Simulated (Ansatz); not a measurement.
# CH4BSi (doublet): what the fields show

Input file:

```
crystal:
  periodic: [false, false, false]
  atoms:
    - { symbol: C, position_ang: [-0.85591, 0.74303, -0.29528] }
    - { symbol: B, position_ang: [0.4302, 0.04849, 0.27734] }
    - { symbol: Si, position_ang: [1.4233, -1.4281, 0.424] }
    - { symbol: H, position_ang: [0.43438, 1.03095, 0.91269] }
    - { symbol: H, position_ang: [-0.71336, 1.80761, -0.48816] }
    - { symbol: H, position_ang: [-1.19208, 0.29363, -1.23131] }
    - { symbol: H, position_ang: [2.5999, -2.13352, 0.91076] }
magnetization:
  spin_polarized: true
  initial_magnetization: 1
basis:
  gaussian: { orbitals: def2-SVP }
hamiltonian:
  xc: b3lyp
relax:
  f_tol: 0.02
  max_steps: 50
output:
  orbitals: {}
```

Run with:

```sh
ansatz run input.yaml --threads 2 --pin off --max-ram 3072MiB --backend cpu --events-out ev --progress --plain --runs-dir out
```

The fields are those of the run's last geometry, not of the input's.

⟨S²⟩ = 0.86, above the pure value of 0.75.

Computed with Ansatz 0.2.0, UKS B3LYP/def2-SVP.

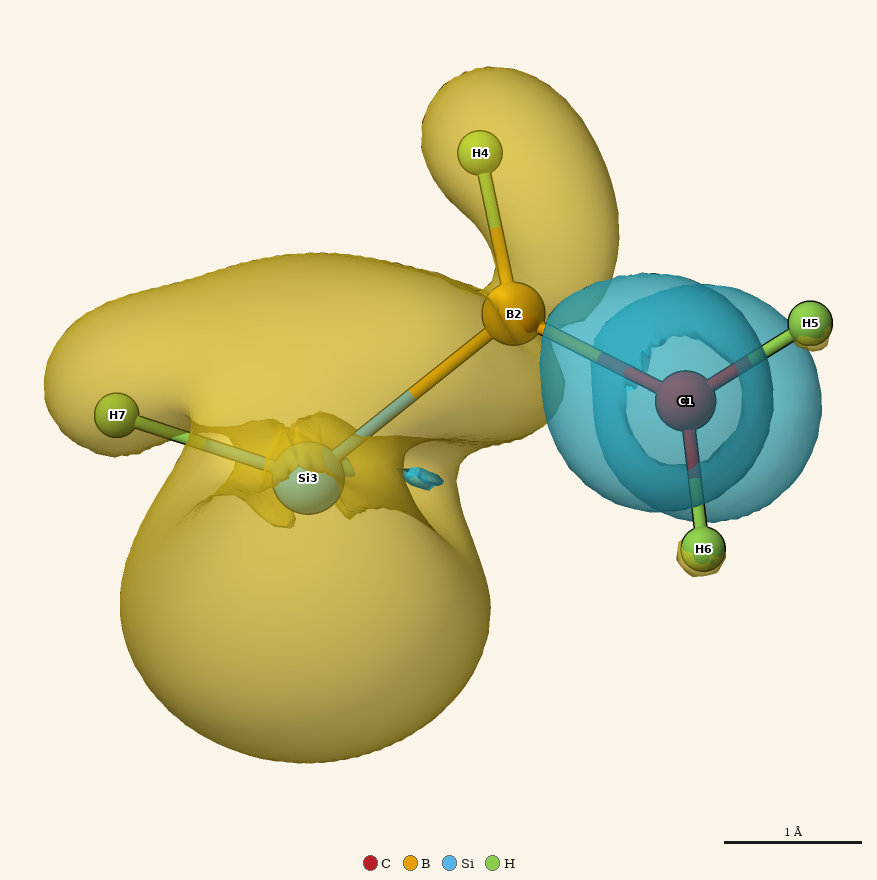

Figure 1. Isosurfaces of the spin density (α minus β) at +0.015 (yellow) and −0.015 e/Å³ (cyan), seen at an oblique angle.

Describe the spin distribution.

Answer. The unpaired spin (1 electron) lies mostly on Si3 (about 1.0) and B2 (about 0.1), in electrons by Hirshfeld's partition, with opposite, polarisation-induced spin on C1.

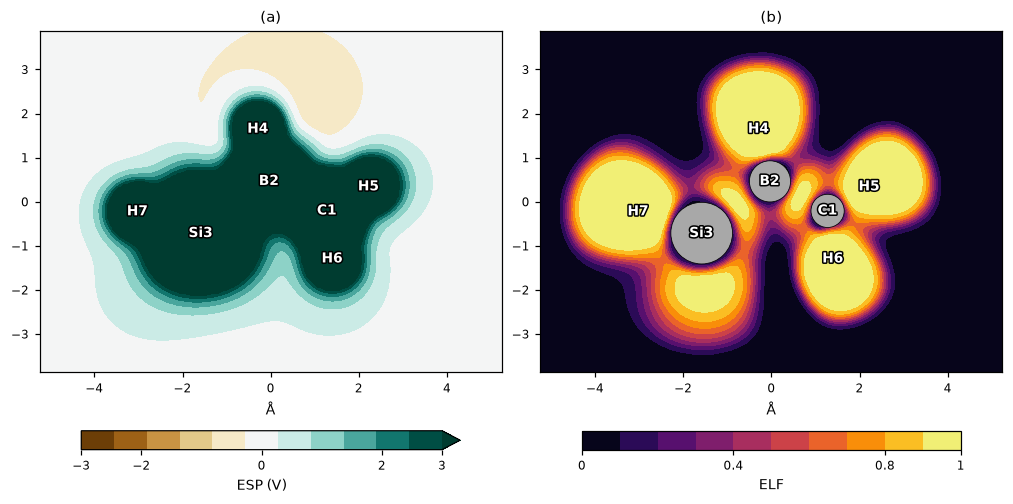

Figure 2. (a) electrostatic potential; (b) electron localisation function on the molecular plane. Grey discs cover the atomic cores in the ELF map.

What does the map show?

Answer. Atoms in the plane: C, B, Si and H. C–B (1.47 Å): the ELF peaks at about 0.95 between the atoms: localised, covalent bonding. Si–B (1.94 Å): the ELF peaks at about 0.95 between the atoms (localised, covalent bonding). C–H (1.10 Å): the ELF climbs to about 1 towards the hydrogen, as it does in any bond to H; an ordinary covalent bond to hydrogen. B–H (1.21 Å): the ELF climbs to about 1 towards the hydrogen: an ordinary covalent bond to hydrogen. Si–H (1.51 Å): the ELF climbs to about 1 towards the hydrogen. The ELF also peaks beside Si3, away from the bonds: non-bonding electrons, paired or unpaired. Outside the dense part of the molecule the potential is most negative (−0.6 V) near H4.

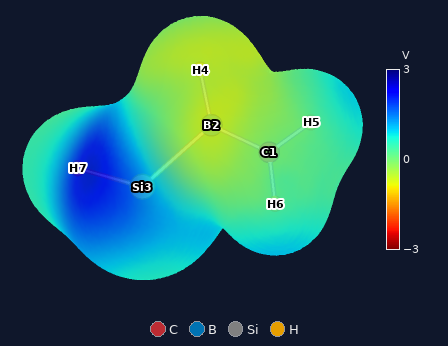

Figure 3. The electrostatic potential painted on the density surface at 0.004 e/bohr³, seen at a tilt; red is negative and blue positive.

Describe the electrostatic potential map.

Answer. The most negative region (about −0.7 V) lies over the π face of C1, the most positive (about +2.5 V) over Si3.
